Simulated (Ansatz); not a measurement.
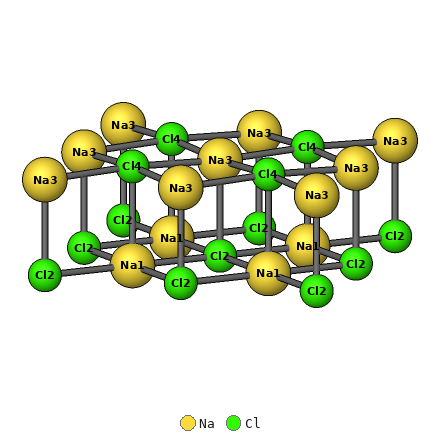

The system is S on a NaCl(100) slab cut from the Fm-3m phase, its upper half relaxed before the scan (4 atoms of substrate and one adsorbate in a 1 × 1 cell); the picture shows it without the atoms that are moved over the map. 
- S is moved along a line over the surface and along the normal, above a rigid substrate.
- The first coordinate is: position of S5 along the diagonal of the surface cell, from above Cl4; the second: height of S5 above the plane of Cl4.
- Grid: 8 × 7 points; 31 points were computed and 19 follow by symmetry. At 6 points there is no value (left out of the scan, as a rule where atoms come close).
- Points are written as (first, second).
- Energies: eV, counted from the lowest grid point.
- Energies and slopes of some neighbouring points disagree (a jump in structure or state, or too coarse a mesh).
- These are results of Ansatz, DFT PBE, scalar-relativistic, plane waves, PAW, not measurements. Settings: cutoff 420 eV, k-mesh 7×7×1, gaussian smearing 0.05 eV, spin-polarised.

Range: position of S5 along the diagonal of the surface cell from 0.00 to 4.98 Å; height of S5 above the plane of Cl4 from 1.51 to 4.37 Å.

Predict the map.

Answer. The lowest grid point is at (0.71 Å, 1.93 Å) [nearest 1 Cl at 2.06 Å]. Other grid points that lie below all their neighbours: (0.71 Å, 2.77 Å) [nearest 1 Cl at 2.86 Å] (0.031 eV higher); (4.98 Å, 2.77 Å) [nearest 1 Cl at 2.86 Å] (0.031 eV higher). The highest grid point, (0.00 Å, 1.51 Å) [nearest 1 Cl at 1.51 Å], lies 6.886 eV above the lowest.

```tsv
second ↓, first →	0.00	0.71	1.42	2.14	2.85	3.56	4.27	4.98
4.37	0.142	0.146	0.154	0.163	0.166	0.163	0.154	0.146
3.67	0.094	0.104	0.128	0.155	0.168	0.155	0.128	0.104
3.17	0.037	0.047	0.083	0.136	0.182	0.136	0.083	0.047
2.77	0.055	0.031	0.033	0.101	0.224	0.101	0.033	0.031
2.35	0.404	0.273	0.065	0.190	0.406	0.190	0.065	0.273
1.93	0.504	0.000	0.169	1.039	–	1.039	0.169	0.000
1.51	6.886	2.411	–	–	–	–	–	2.411
```

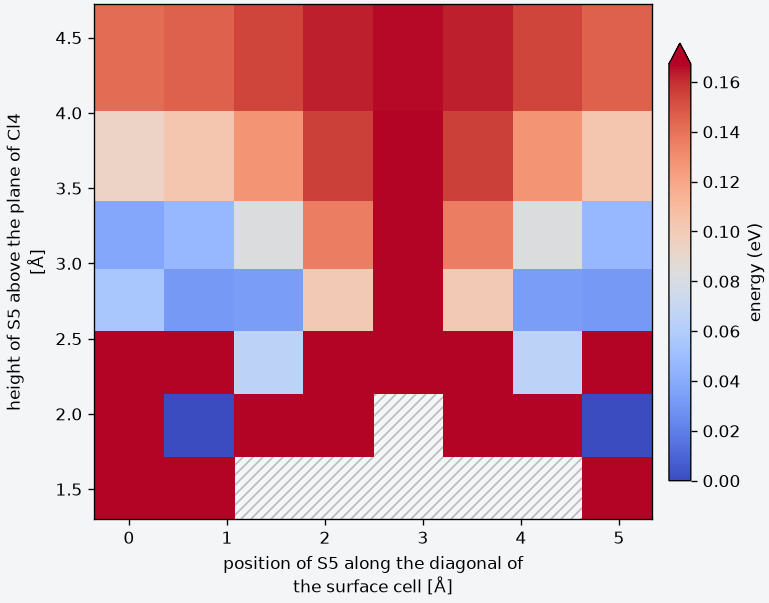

Drawn: one coloured cell a grid point, one colour for all values above the top of the scale, hatched blanks where no value was computed.

Each point was launched as `ansatz run input.yaml --threads 1 --pin off --max-ram 3072MiB --backend cpu --events-out ev --progress --plain --runs-dir out`. The whole map (31 points run) took 12 min on 1 thread of Intel(R) Xeon(R) 6975P-C (Granite Rapids), with other jobs on the host.
